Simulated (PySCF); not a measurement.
**Frequency calculation, with input and output: CF₄**

- system: CF₄
- method: RKS-based PBE0, C def2-TZVP, F def2-TZVP; non-relativistic Hamiltonian; density fitting (PySCF 2.14.0)

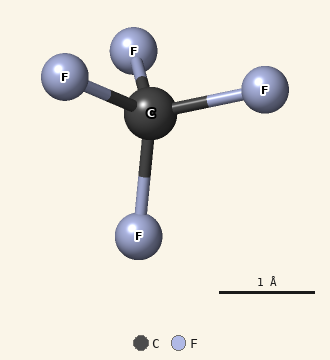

**Figure 1.** The input geometry (ball-and-stick view, seen at a tilt). Bond lengths as drawn: C–F 1.32 Å.

**Input**
```python
from pyscf import gto, scf, dft
mol = gto.M(atom='''
C     -0.000000     0.000000     0.000000
F      1.076112     0.000000    -0.760926
F      0.000000     1.076112     0.760926
F     -1.076112     0.000000    -0.760926
F      0.000000    -1.076112     0.760926''',
    basis={'C': 'def2-TZVP', 'F': 'def2-TZVP'},
    charge=0, spin=0)
mf = dft.RKS(mol, xc='PBE0')
mf.grids.atom_grid = (75, 302)
aux = {'C': 'def2-universal-JKFIT', 'F': 'def2-universal-JKFIT'}
mf = mf.density_fit(auxbasis=aux)
mf.conv_tol = 1e-09
mf.diis_space = 10
mf.max_cycle = 60
mf.verbose = 4
mf.kernel()
```

The script is an equivalent of the set-up of the self-consistent field. The run itself was carried out by a driver, which started from the orbitals of the step before it where there was one and computed the further properties.

Machine: 4 threads of AMD EPYC (Zen 5), 16 GiB of memory available, shared host.

Run as:
```bash
OMP_NUM_THREADS=4 python axn.py task.json out
```

**Output**
```
init E= -437.273341411138
  HOMO = -0.463532375466714  LUMO = 0.101367603679595  gap/eV = 15.37171
cycle= 1 E= -437.273341411131  delta_E= 6.59e-12  |g|= 8.39e-06  |ddm|= 5.26e-06
  HOMO = -0.463531419523036  LUMO = 0.101367571819516  gap/eV = 15.37168
Extra cycle  E= -437.273341411124  delta_E= 6.82e-12  |g|= 1.15e-05  |ddm|= 7.2e-06
converged SCF energy = -437.273341411124
```

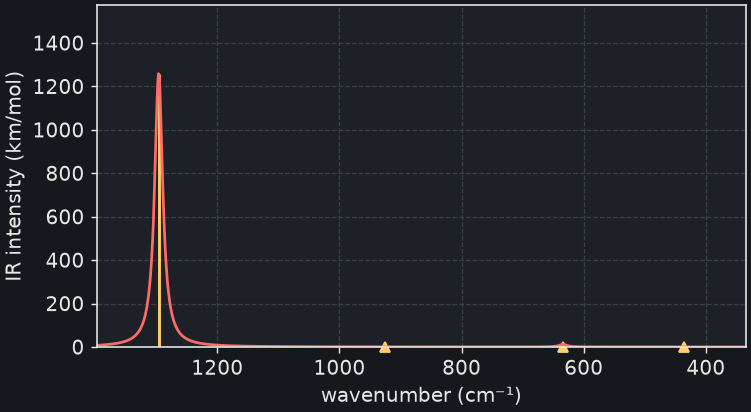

**Figure 2.** Harmonic infrared spectrum, unscaled: sticks (degenerate modes added up, dark ones marked on the axis) with a Lorentzian envelope of 16 cm⁻¹ full width, scaled to the tallest stick. 9 modes from 436 to 1296 cm⁻¹, none imaginary. The strongest line is at 1296 cm⁻¹ (1259 km/mol). All modes, in cm⁻¹ (km/mol): 436 (0.0), 436 (0.0), 634 (4.0), 634 (4.0), 634 (4.0), 925 (0.0), 1296 (420), 1296 (420), 1296 (420).

**Summary**

```tsv
quantity	value
outcome	converged
total energy	−437.273341 hartree
HOMO	−12.61 eV
LUMO	2.76 eV
zero-point energy	0.017282 hartree
dipole moment	0.00 D
wavenumbers, lowest and highest	436 and 1296 cm⁻¹
wall time	11 s (CPU time 42 s)
peak memory	1.8 GiB
```
